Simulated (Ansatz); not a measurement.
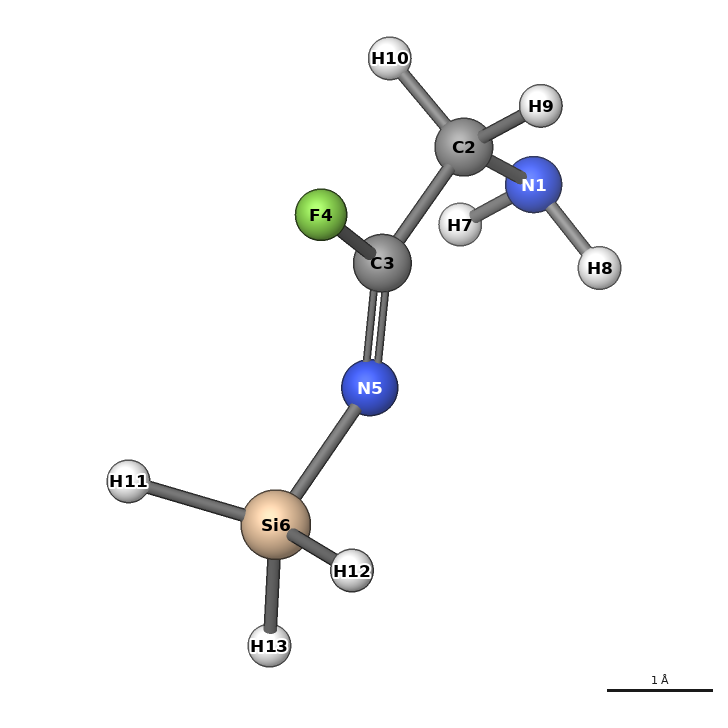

The view is orthographic, and the bar gives the scale. The geometry was computed by an optimisation with PBE-D4/def2-SVP. No frequency run is at hand to confirm it as a minimum.

Reconstruct the coordinates (Å) as seen: x to the right, y up, z towards the viewer, origin at the mean of the atomic positions.

```xyz
13
C2H7FN2Si
N    1.36   1.23  -1.55
C    0.69   1.59  -0.32
C   -0.09   0.48   0.37
F   -0.67   0.94   1.52
N   -0.20  -0.71  -0.04
Si  -1.10  -2.01   0.75
H    0.66   0.85  -2.20
H    1.98   0.43  -1.37
H    1.42   1.98   0.42
H   -0.01   2.43  -0.48
H   -2.50  -1.60   1.11
H   -0.37  -2.45   1.99
H   -1.16  -3.16  -0.21
```
